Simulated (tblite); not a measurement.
Molecular dynamics of C$_{7}$H$_{12}$O (part 2 of 2)

C$_{7}$H$_{12}$O; GFN2-xTB Langevin dynamics, gas phase (tblite 0.8.0). 

Geometry of the input (Å):
```
C  -1.1242  -1.7565  -0.9440
C  -1.0851  -0.7101  0.1560
C  -1.2733  0.7859  -0.2331
O  -2.4108  1.4149  0.2797
C  0.0595  1.1073  0.4547
C  1.1551  0.3383  -0.2180
C  2.5803  0.6161  0.1911
C  0.2674  -0.3537  0.7738
H  -2.1285  -1.8267  -1.3559
H  -0.4397  -1.5045  -1.7497
H  -0.8420  -2.7293  -0.5464
H  -1.8069  -0.9793  0.9331
H  -1.2937  0.9847  -1.3080
H  -2.4297  1.2857  1.2351
H  0.2346  1.9842  1.0558
H  1.0432  0.1095  -1.2714
H  3.2064  -0.2536  -0.0019
H  2.6360  0.8516  1.2514
H  2.9811  1.4577  -0.3710
H  0.6652  -0.8116  1.6657
```

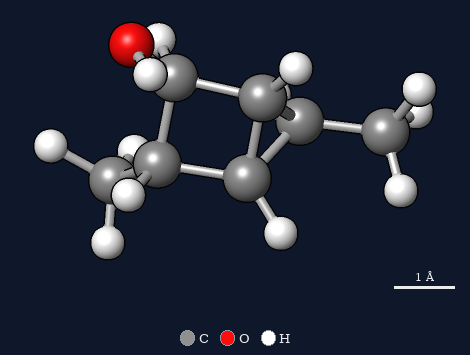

Fig. 1: The geometry at step 31 of the log (ball-and-stick view, seen at a tilt).

Trajectory as extended XYZ, continued
```
20
Properties=species:S:1:pos:R:3:forces:R:3 step=21 time_fs=525.0 energy=-682.43605 temperature=442.5
C    -1.2631   -2.2566    0.7494    2.2109   2.1249  -2.7678
C    -1.0127   -0.9056    1.4889    1.1926  -1.1031  -1.2252
C    -1.5451    0.4225    0.9070   -0.4142   1.1265   0.6778
O    -2.4708    1.0860    1.7485    0.6920   0.7553   0.7812
C    -0.1590    1.1055    1.0724    0.5571  -1.7651   0.5419
C     0.8038    0.3091    0.2918    3.5348  -0.4414  -2.2461
C     2.3677    0.6910    0.2416   -2.8019   1.3075   2.0012
C     0.4258   -0.3088    1.5420   -3.1468   0.6604  -0.6793
H    -1.9588   -2.9697    1.0212   -1.5613  -0.5661   1.1577
H    -1.4529   -1.9375   -0.2851   -0.9219  -0.0008  -0.0536
H    -0.3703   -2.8196    0.4838    0.7350  -0.0316   1.0351
H    -1.3111   -1.0717    2.4689   -0.9074   0.1393   1.9055
H    -2.0735    0.4088   -0.0747    0.8545  -0.1825   0.2782
H    -1.9114    1.7061    2.2935   -1.1193  -0.8553  -0.4452
H     0.1209    1.9900    1.6743   -0.5892  -0.4225  -0.9669
H     0.5626   -0.2615   -0.6368   -0.2202   0.9494   0.5524
H     2.9485   -0.1483    0.4984    0.5707  -0.9738  -0.2536
H     2.5804    1.4519    1.0443   -0.3163  -0.5712  -0.6770
H     2.5719    1.1488   -0.6791    0.4971   0.2248  -1.1477
H     1.0965   -0.4677    2.3025    1.1537  -0.3748   1.5314
20
Properties=species:S:1:pos:R:3:forces:R:3 step=23 time_fs=575.0 energy=-682.47236 temperature=515.0
C    -1.1120   -2.2519    0.6818   -0.7466  -2.4593   1.4369
C    -0.9850   -1.0184    1.5675    0.0455  -0.8311   1.6579
C    -1.4328    0.3740    1.0140   -2.8580  -0.6396   1.9940
O    -2.4594    1.0793    1.8225    0.7376  -1.2220  -0.3672
C    -0.0960    0.8944    1.2488    1.3277   0.9844   0.5291
C     0.9315    0.1735    0.5206    1.8284  -0.8524  -0.9274
C     2.3597    0.6834    0.5881    0.7765   0.4565  -0.2004
C     0.3991   -0.4073    1.8112    0.6029  -0.2229  -0.0675
H    -1.7716   -2.9994    1.2895    0.1560   1.2951  -1.3698
H    -1.6240   -1.9035   -0.2123    0.4573  -0.9062  -0.2202
H    -0.2514   -3.0026    0.6062   -0.4488   2.0112  -0.6403
H    -1.4835   -1.3850    2.5407    0.6137   1.4291  -0.9527
H    -1.8046    0.3327    0.0102   -0.3231   0.2721  -0.6103
H    -2.5690    0.6757    2.7170    0.4382   0.2728  -1.0518
H     0.1862    1.8663    1.5140   -0.2885   1.3221   0.7148
H     0.8563   -0.1376   -0.5098   -1.0432  -0.9437   0.1373
H     3.0491   -0.1173    0.9700   -0.5172   0.8152  -0.6429
H     2.4251    1.5392    1.2583    0.1628  -0.0821   0.2023
H     2.6797    1.0804   -0.4249   -0.1567  -0.7529   1.1484
H     1.0953   -0.5939    2.6585   -0.7647   0.0537  -0.7704
20
Properties=species:S:1:pos:R:3:forces:R:3 step=24 time_fs=600.0 energy=-682.18217 temperature=374.5
C    -1.1383   -2.2549    0.6343    0.6921  -0.8623   1.3704
C    -1.0437   -1.1295    1.6953    1.6440   0.5075  -0.7958
C    -1.4666    0.2784    1.0716   -3.1809  -0.5706   1.8520
O    -2.5053    1.0729    1.7563    0.5484  -1.9743   0.7957
C    -0.1716    0.8640    1.3549    2.8864   2.0636   0.6976
C     0.9922    0.2090    0.6063   -3.2423   0.2878   0.5072
C     2.3322    0.6482    0.6591    2.9370   2.8901   0.2081
C     0.4165   -0.3960    1.8149   -1.4101  -2.9953   0.9874
H    -1.9097   -3.0392    0.8787    0.1693   1.2857  -0.5127
H    -1.2571   -1.7636   -0.3510    0.2690  -1.1050   0.5724
H    -0.2045   -2.8666    0.8034   -0.5676   0.7506  -0.9826
H    -1.3272   -1.5522    2.7029   -0.1749   1.1486  -1.0278
H    -1.7606    0.1274    0.0352   -0.2178   0.4800  -0.0327
H    -2.5660    0.7224    2.7053    0.1752   0.7230  -1.8010
H    -0.0689    1.7683    1.9524   -0.0887   0.1365  -0.5900
H     0.7975   -0.0085   -0.3717   -1.2587  -1.4842  -2.2479
H     2.9608   -0.1336    0.9582    1.1680  -1.2818   0.1865
H     2.4551    1.4096    1.4253    0.1915   0.3722   0.1779
H     2.7291    1.0878   -0.2871   -0.4322  -0.3662   0.5772
H     1.0733   -0.5950    2.6507   -0.1077  -0.0059   0.0582
20
Properties=species:S:1:pos:R:3:forces:R:3 step=26 time_fs=650.0 energy=-682.80980 temperature=552.5
C    -1.1557   -2.2889    0.6197    0.1294   2.3687  -1.0349
C    -0.9719   -1.0548    1.5371   -0.4640   0.7972  -0.4965
C    -1.4778    0.4282    1.1422    0.5462   0.1304   1.6012
O    -2.6223    0.8574    1.8390   -0.3527   0.1109   1.1838
C    -0.0873    0.9508    1.6117    0.3589  -0.7937  -0.4185
C     0.9361    0.2603    0.7236    1.3979   0.7620  -0.6135
C     2.4118    0.7356    0.8537    0.6741  -3.1995  -0.0390
C     0.3822   -0.4656    1.8732    0.1505  -1.5481   1.3744
H    -2.1422   -2.0179    0.2343   -0.2894  -1.3695   0.1606
H    -0.5270   -2.2255   -0.2821    0.2002   0.0907   0.3953
H    -0.9480   -3.2406    1.0723   -0.5698  -0.0375   0.3179
H    -1.5277   -1.2236    2.4553   -0.0500  -0.3511   0.2557
H    -1.7661    0.8128    0.1814    0.2975  -0.6530  -0.9609
H    -2.6165    0.8286    2.8373    0.5815  -0.2508  -1.3445
H     0.2272    1.8798    2.0706   -0.5465  -0.1822   0.1260
H     0.6480   -0.0417   -0.2924    0.1680   0.1705   0.4203
H     3.1368   -0.2181    0.6720   -1.6033   1.7893   0.2529
H     2.6386    1.0003    1.8868   -0.1761   0.3921  -0.3240
H     2.7458    1.4437    0.1190   -0.2780   0.4555   0.0193
H     0.9348   -1.0408    2.6756   -0.1743   1.3179  -0.8757
20
Properties=species:S:1:pos:R:3:forces:R:3 step=28 time_fs=700.0 energy=-682.27805 temperature=591.1
C    -1.0797   -2.1332    0.4374   -0.0255  -2.4226   3.7163
C    -0.9998   -1.0678    1.5885    1.3054  -0.0931  -0.9051
C    -1.4056    0.3257    1.1588   -0.9058   1.5675  -0.8512
O    -2.5960    0.8405    1.6758   -0.4854   0.0744  -1.3802
C    -0.0301    0.9079    1.6021   -0.6326   0.7485  -0.2767
C     0.9993    0.2279    0.7112    0.6192  -0.5684   2.3049
C     2.4982    0.6082    0.9306   -0.4314   2.6069  -1.2428
C     0.4131   -0.4712    1.9507   -1.5797  -0.7814  -1.4108
H    -1.1762   -1.8651   -0.6001   -0.5352   0.2157   0.3764
H    -0.2645   -2.8926    0.5449    0.2663   1.0735  -0.4051
H    -1.8352   -2.7888    0.9982   -0.2182   0.6569  -2.2976
H    -1.5886   -1.4193    2.4661    0.6173   0.3446  -0.4976
H    -1.7360    0.4880    0.1074    1.1953  -0.5247  -0.0626
H    -2.5735    1.0009    2.5808    0.2754   0.2224   2.4491
H     0.0307    1.9109    2.0948    0.2690  -1.1486  -0.4631
H     0.6092   -0.1163   -0.2461    0.7655   0.2268   0.1655
H     3.2382    0.0882    0.2992   -0.7977   0.2365  -0.0316
H     2.9547    0.6366    1.9177   -0.8941  -0.7426   0.3571
H     2.5198    1.7556    0.7057    0.3031  -1.7273  -0.2659
H     0.9385   -0.9326    2.7332    0.8890   0.0349   0.7208
20
Properties=species:S:1:pos:R:3:forces:R:3 step=30 time_fs=750.0 energy=-682.57160 temperature=545.4
C    -1.1887   -2.2077    0.5554    3.1705   2.7949  -0.9753
C    -0.9436   -1.0081    1.4936   -1.1257  -0.0922   1.0983
C    -1.2956    0.4787    1.0448    0.1620   0.2139   1.2291
O    -2.3927    1.1304    1.6521    0.1617  -0.7358  -0.6086
C     0.0578    0.9299    1.7167   -1.5257   0.2655  -0.7226
C     1.1337    0.2688    0.8839   -2.1385   0.2110   0.9459
C     2.5056    0.6972    0.8921    2.3670  -1.4010   0.8397
C     0.4011   -0.5033    1.9569    2.0058  -0.1561   1.5299
H    -0.5682   -1.8926   -0.3500   -0.2748  -1.2454   0.8721
H    -0.9528   -3.1490    0.9799    0.4537  -0.5444   0.1813
H    -2.1385   -2.1729    0.1827   -2.6417  -0.0773  -0.4824
H    -1.4144   -1.2467    2.4728   -0.5864   0.2608  -0.5084
H    -1.4684    0.7062    0.0042    0.4705  -0.2665  -0.4763
H    -2.3286    0.8250    2.5430   -0.4122   0.0582   1.1177
H    -0.0301    1.7884    2.4141    0.7782  -0.6825  -0.8015
H     0.7454    0.0055   -0.0554   -0.1563  -0.1569  -1.3752
H     3.0395    0.4693   -0.0197    0.1082  -0.6584  -0.1020
H     3.0215    0.3149    1.7795    0.2546  -0.8475  -0.2270
H     2.7231    1.6856    1.0451   -0.4209   3.0880   0.0544
H     0.9225   -0.8043    2.9292   -0.6500  -0.0284  -1.5889
20
Properties=species:S:1:pos:R:3:forces:R:3 step=31 time_fs=775.0 energy=-682.70523 temperature=558.3
C    -1.2500   -2.0120    0.6934   -2.9987   0.3588  -1.7361
C    -0.9898   -0.9382    1.6462    0.9687   1.2435   1.5595
C    -1.2760    0.5017    1.2347   -0.3864   0.5814  -0.0898
O    -2.3963    1.1343    1.7740    0.2933   0.0306   0.9295
C     0.1031    0.9478    1.7615   -0.2941  -0.1919  -1.9230
C     1.1752    0.2675    0.8734   -3.2471   0.1625   0.6505
C     2.5328    0.7195    1.1247    2.8324   1.7706  -2.4325
C     0.4216   -0.4683    2.0098    2.1126  -0.7154  -0.5483
H    -0.8136   -1.8881   -0.2828    0.7850  -0.1744  -0.0286
H    -1.0046   -2.8919    1.2199   -0.0206  -1.3687  -0.2880
H    -2.4053   -1.9156    0.4040    1.9881  -0.7238   0.9086
H    -1.5075   -1.1777    2.5746   -0.1627   0.0619   0.2422
H    -1.4720    0.5356    0.1819    0.3204   0.3915  -0.9085
H    -2.1772    1.2151    2.7171   -0.5108   0.1173  -0.1475
H     0.2542    1.9083    2.1892    0.2337   0.2288   0.5913
H     0.9014    0.0396   -0.1409   -0.0745   0.0473  -0.2152
H     3.1928    0.7222    0.1147   -1.2047  -0.8359   2.1561
H     2.9747    0.1766    1.9284    0.7333  -0.3471   0.2299
H     2.6523    1.8078    1.3335   -0.5961  -0.5584   0.3670
H     1.1839   -0.9284    2.6336   -0.7717  -0.0786   0.6829
20
Properties=species:S:1:pos:R:3:forces:R:3 step=33 time_fs=825.0 energy=-682.81887 temperature=575.9
C    -1.1829   -2.0514    0.9540   -1.8932   0.2408  -0.5757
C    -0.9564   -0.9192    1.9758   -1.4522  -1.2538   0.3404
C    -1.3590    0.4863    1.5009   -0.4820   0.8981  -0.8872
O    -2.4186    1.1263    2.1907    0.7090   0.5160  -1.7920
C     0.0389    0.9971    1.8768    1.0709  -0.0720   0.3022
C     1.0777    0.2619    1.0766   -0.1290  -0.7546   0.6626
C     2.5330    0.6265    1.2096   -0.6867   1.9249   2.0238
C     0.4489   -0.4737    2.2582    0.1691   2.6811  -0.8207
H    -0.8384   -1.8054   -0.0866   -0.0377  -0.2443   1.2154
H    -0.8241   -3.0188    1.2872    0.3977   0.1559  -0.0444
H    -2.3231   -2.1883    0.8687    1.4513   0.2379  -0.0013
H    -1.5754   -1.1808    2.9247    1.1228   0.2707  -1.1678
H    -1.6801    0.5825    0.4228    0.6956  -0.1411   0.6691
H    -2.5075    0.5959    2.9343   -0.6354  -0.9240   2.2910
H     0.2720    1.9821    2.3619   -0.4208  -1.2482  -0.4320
H     0.8028   -0.0680    0.1115   -0.2939  -0.2480  -0.9587
H     3.2850    0.2916    0.6108    1.0643  -1.6396  -2.7979
H     2.9752    0.2679    2.1563   -0.7110   0.8587   0.3661
H     2.6163    1.7276    1.0525   -0.0269  -0.4569   0.8181
H     1.1110   -0.6103    3.0681    0.0880  -0.8016   0.7890
20
Properties=species:S:1:pos:R:3:forces:R:3 step=35 time_fs=875.0 energy=-682.77552 temperature=568.8
C    -1.0619   -2.2820    1.2630    2.6422   0.0625   1.4256
C    -0.9054   -1.0512    2.1322   -2.8339  -0.0744   2.0205
C    -1.3690    0.3583    1.7270   -2.0463   1.4516  -0.7935
O    -2.4542    0.9186    2.5000    0.2138  -0.7037  -0.4118
C    -0.0262    0.9123    2.0405    0.6425  -1.5550   0.0846
C     0.9792    0.1692    1.2024    0.1014  -0.0261   0.9014
C     2.3911    0.6623    1.2620    1.9163  -1.5296  -0.0332
C     0.4278   -0.4692    2.5079    0.7659   0.0772  -1.4146
H    -0.6113   -2.0939    0.3259   -0.1039  -0.0130  -1.1466
H    -0.4645   -3.0670    1.7394    0.7677   0.0837   0.0643
H    -1.9519   -2.7962    1.2832   -2.5347   0.0182  -0.5603
H    -1.5551   -1.1917    3.0727    0.9450  -0.3009  -0.8184
H    -1.7489    0.6044    0.7157    0.4236  -0.6806  -0.0543
H    -2.1365    1.4298    3.2410    0.3273  -0.0088   0.2856
H     0.1495    1.7596    2.6305    0.2774   1.2595   0.0867
H     0.7654   -0.2304    0.1627   -0.2614   0.4657   1.5537
H     2.9978   -0.2452    0.9082   -0.3695   1.4432  -0.2073
H     2.8414    0.7763    2.2736   -0.8852   0.4665  -0.4654
H     2.5696    1.5646    0.6464   -0.0098  -0.7021   0.3533
H     0.9748   -0.7764    3.4113    0.0215   0.2661  -0.8704
20
Properties=species:S:1:pos:R:3:forces:R:3 step=37 time_fs=925.0 energy=-682.79603 temperature=686.7
C    -1.1386   -2.4086    1.2505    0.0099  -0.3945   1.6582
C    -0.9536   -1.2483    2.3556    0.4614   0.1527  -2.5935
C    -1.4176    0.2244    1.8795    0.8207  -1.2975   1.3273
O    -2.4928    0.7369    2.6001    0.9109  -0.3664   1.5074
C     0.0092    0.7113    2.1604    1.2014  -1.5541  -0.6848
C     1.0238   -0.0605    1.2866    0.3249   1.2084  -0.1075
C     2.4440    0.5156    1.3482   -1.7964   1.9205   1.4804
C     0.5122   -0.7561    2.4906   -1.1630   1.4774   1.0047
H    -0.8579   -2.1569    0.1804   -0.5396   0.0746   1.6515
H    -0.4756   -3.3061    1.5610   -1.1052   1.3812  -0.4470
H    -2.2232   -2.7039    1.3705    1.2565   0.1187  -0.6558
H    -1.4072   -1.4537    3.3444    0.2287  -0.3258  -0.7466
H    -1.7724    0.3658    0.9136   -0.0838  -0.1844  -2.2076
H    -2.2149    0.4758    3.5001   -0.8476   0.6305  -0.0239
H     0.3242    1.6942    2.4898   -0.3088  -0.2890   0.3062
H     0.8836   -0.2876    0.2301   -0.8296  -0.5628   0.4359
H     3.1562   -0.2263    1.3695    1.5115  -1.5291  -0.0299
H     2.5481    1.1643    2.2472    0.0615  -0.6706  -0.1867
H     2.6157    1.2093    0.5523    0.0443   0.0788  -0.8024
H     1.1076   -1.0348    3.3791   -0.1576   0.1315  -0.8857
20
Properties=species:S:1:pos:R:3:forces:R:3 step=38 time_fs=950.0 energy=-682.08367 temperature=446.3
C    -1.0747   -2.4259    1.1599    0.2952  -1.1130   0.0706
C    -0.9263   -1.2873    2.2396   -0.2382  -1.4309  -1.1021
C    -1.4449    0.1358    1.8744    2.9297   0.0433  -1.1375
O    -2.3564    0.6616    2.7026   -1.5219  -0.4745   1.7515
C     0.0103    0.6601    2.2100   -0.3387  -2.1506  -1.1236
C     1.0003   -0.0177    1.3426   -1.1314  -2.4756  -3.0990
C     2.3831    0.4313    1.3474    0.6271   2.8202  -1.2741
C     0.4860   -0.7794    2.5279    0.2756   0.1853   0.9373
H    -0.5517   -2.2811    0.1525   -0.5897   0.2402   1.6242
H    -0.5684   -3.4270    1.6162   -1.5572   2.1259  -1.0267
H    -2.1956   -2.5277    0.9114    1.7634  -0.2864   0.5728
H    -1.4510   -1.6679    3.1467    0.3655   0.1954  -0.3533
H    -1.8526    0.2812    0.8701    0.7350  -0.0497  -0.4681
H    -2.4113   -0.1277    3.2518   -1.0757   0.7457   1.1400
H     0.3288    1.4888    2.7449   -0.1705   1.4702   0.7011
H     0.7480   -0.3955    0.2063   -0.1025   0.7125   2.6900
H     3.1807   -0.2402    1.4409    0.6466  -1.1416   0.6439
H     2.3859    1.2599    2.0116    0.8229   0.3318   1.5538
H     2.6313    1.0129    0.4368   -0.3007  -0.5734  -0.3396
H     1.1799   -1.1667    3.3910   -1.4344   0.8252  -1.7610
20
Properties=species:S:1:pos:R:3:forces:R:3 step=40 time_fs=1000.0 energy=-682.34347 temperature=672.4
C    -1.0358   -2.4666    0.8613    2.1292   6.4301  -0.5542
C    -0.7642   -1.5261    2.0686   -0.1919   1.3982   0.3679
C    -1.2000   -0.0023    2.0397   -2.7072   1.3258  -0.4056
O    -2.3715    0.4460    2.8917    2.0923  -1.1505  -1.2467
C     0.1952    0.4364    2.3325    0.7779   1.5798   1.5087
C     1.1443   -0.1688    1.2941   -1.5584   0.2823   1.1608
C     2.5389    0.2439    1.2683    3.0401   0.4825  -0.0146
C     0.6426   -0.9595    2.4770    0.0820  -1.7880  -1.1897
H    -0.2008   -2.3715    0.2155    1.6163  -0.7276  -0.3486
H    -1.2848   -3.3795    1.0616   -1.3351  -4.9366   1.3513
H    -1.6992   -1.9640    0.2028   -1.7084   0.2770  -0.1196
H    -1.2837   -1.8946    2.9189   -0.3090  -0.6750   0.8990
H    -1.5980    0.5308    1.1710    0.2500  -0.8783  -0.8891
H    -2.0629    0.5496    3.7789    0.2163  -0.0457   0.8599
H     0.4449    1.3569    2.9681   -0.2428  -1.4245  -0.9972
H     0.7299   -0.3345    0.3352   -0.4627  -0.3356  -0.7320
H     3.2691   -0.6387    1.3818   -1.0402   1.1108   0.2105
H     2.7470    1.0121    2.0660    0.0576  -0.8788  -0.7488
H     2.8504    0.6756    0.2852   -0.4705  -0.0587   0.7406
H     1.3674   -1.4439    3.1157   -0.2354   0.0129   0.1473
```

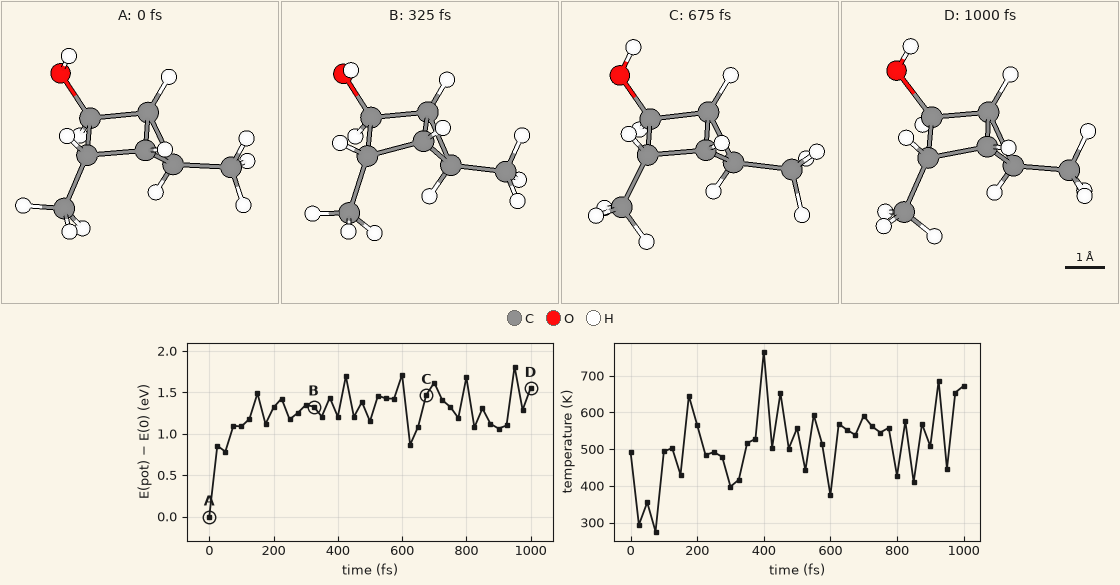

Fig. 2: Frames of the molecular dynamics (ball-and-stick, seen at a tilt) above the curves, on which the letters mark them. The trajectory kept here has 41 frames over 1000 fs. The temperature starts at 493 K, ranges from 276 to 766 K and averages 540 K over the second half. The potential energy ends 1.553 eV above its first value. After an unweighted best fit of the last frame on the first, the root-mean-square displacement is 0.81 Å, and H9 has moved furthest (2.03 Å).

Summary

```tsv
quantity	value
outcome	finished
mean temperature over the second half	540 K
trajectory	41 frames kept, 1000 fs
wall time	43 s
peak memory	0.18 GiB
```
